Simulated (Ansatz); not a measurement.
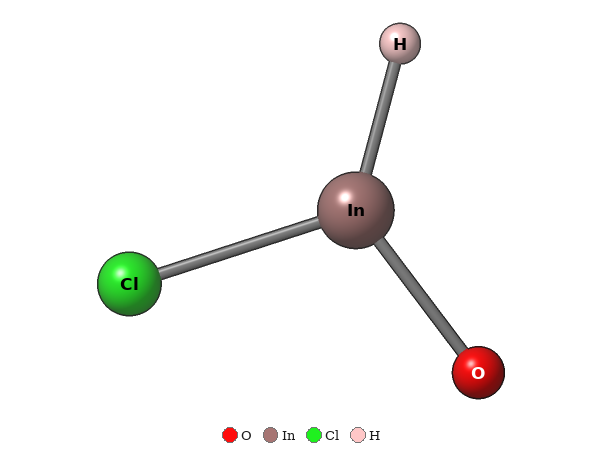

All atoms lie in one plane, which faces the viewer. State: neutral, doublet. The computed structure is the end point of a PBE-D4/def2-SVP optimisation. No frequency run is at hand to confirm it as a minimum.

### Which symmetry elements does this geometry have?

It has 1 mirror plane, so the point group is Cs. The group has 2 operations. The geometry is achiral, and symmetry allows a dipole moment.
